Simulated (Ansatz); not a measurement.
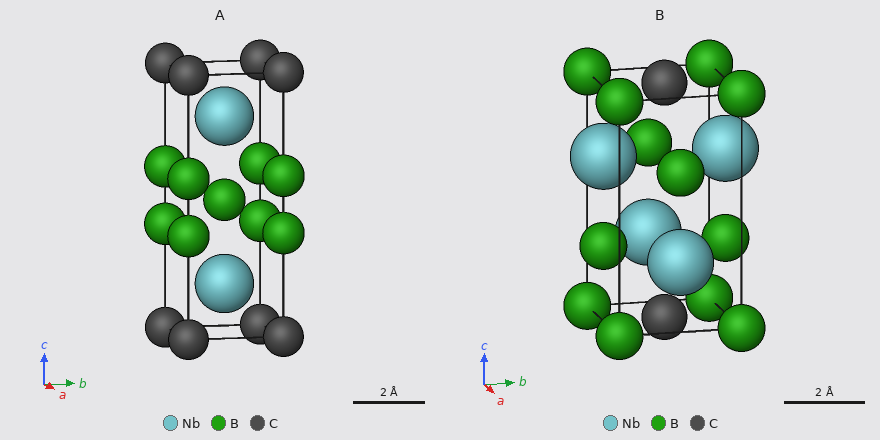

Two structures of Nb2B3C, each relaxed to rest (conventional cells in solid outline, small ones repeated, not to one scale). Method: DFT PBE, scalar-relativistic, plane waves, PAW in Ansatz, without spin polarisation.

Describe A and B.

Answer. A: 6 atoms a cell on a primitive tetragonal lattice, P4/mmm. B: 6 atoms a cell on a primitive tetragonal lattice, P-4m2.

What is the energy order of the two?

Answer. A is lower, by 120 meV/atom at this level of theory (energies at zero smearing). Volumes: A 9.7, B 10.2 Å³/atom.

One or both may be structure types tried for this composition rather than known phases.
